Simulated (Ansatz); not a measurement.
```xyz
8

N    -0.5058    1.8869   -1.2795
Si   -0.6771    0.4193   -0.6675
Si    0.6001   -0.8568    0.8329
Cl   -2.3328   -0.6178   -1.2793
H     0.2864    2.4716   -1.0307
H     0.7119   -0.0928    2.1046
H     1.9556   -1.0343    0.2458
H    -0.0382   -2.1761    1.0737
```

Level of theory: RKS PBE0/6-31G* in Ansatz.

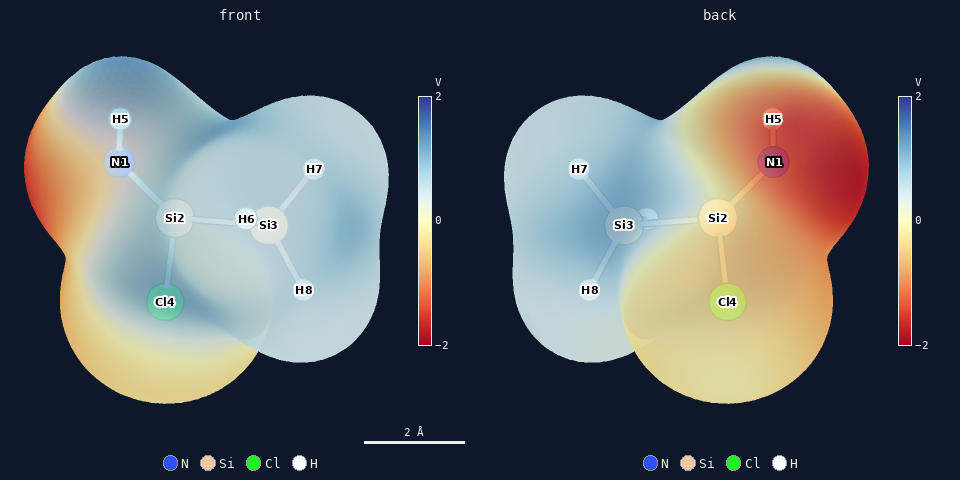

ClH4NSi2. The molecular electrostatic potential painted on the density surface at 0.001 e/bohr³, seen from the front and from behind; red is negative and blue positive.

Describe the electrostatic potential map.

Answer. The most negative region (about −1.9 V) lies over N1, the most positive (about +1.3 V) over H5. N1 is the likeliest acceptor of a hydrogen bond.
